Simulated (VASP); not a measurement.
Band structure of ReSe2 (relaxed from the CdI2 structure, space group P-3m1). These are PBEsol GGA, VASP's PBE PAW potentials (set 64) (plane waves; VASP) values and carry that method's errors.

Without a dispersion term in the relaxation, distances and binding between the weakly bound layers, chains or molecules are unreliable, and so is what depends on them. Unless said otherwise, spin-orbit coupling is left out, though it shifts the bands of the heavy elements here.

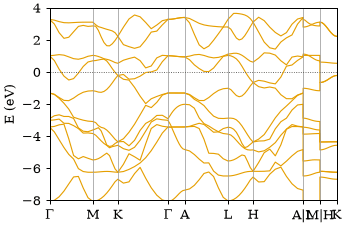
Fig. 1. Bands along high-symmetry lines, zero at the valence-band maximum or, without a gap, the Fermi level

Q: Read the plot: is there a gap, and where are the band edges?

A: It has no gap at this level: it comes out as a metal or semimetal. (Edges off the drawn lines would not show.)

The structure was generated: ReSe2 was put into the CdI2 type (P-3m1), which need not be its known phase. It was relaxed first, which changed the volume by -22 %. The electron count is odd and the run is not spin-polarised, which forces a metal.
